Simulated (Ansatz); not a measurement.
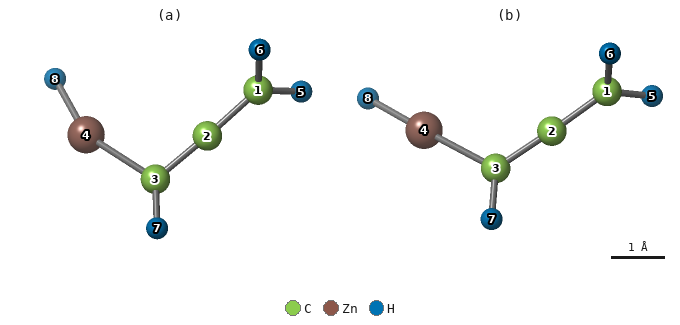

The structure of C3H4Zn before (left) and after (right) a relaxation, at one scale.

The picture is a ball-and-stick view, seen at a tilt.

The start comes from GFN2-xTB.

Method: RKS PBE0-D4/def2-TZVP in Ansatz. (force threshold 0.005 eV/Å; at most 150 steps)

Summarise the run.

Answer. The largest move after the best rigid fit is that of H8, 0.64 Å. By element the largest moves are H 0.64 Å, C 0.24 Å, Zn 0.12 Å. Some distances before and after: C3–Zn4 1.972 → 1.926 Å, Zn4–H8 1.523 → 1.536 Å, C3–H7 1.078 → 1.088 Å, C2–C3 1.292 → 1.299 Å. Among the angles between lasting bonds that change: C3–Zn4–H8 157.5° → 178.7°, C2–C3–Zn4 106.1° → 117.9°, Zn4–C3–H7 133.8° → 123.6°. Over 12 geometry steps the energy falls by 13.0 kJ/mol. The largest force component goes from 0.9 to 0.0029 eV/Å.
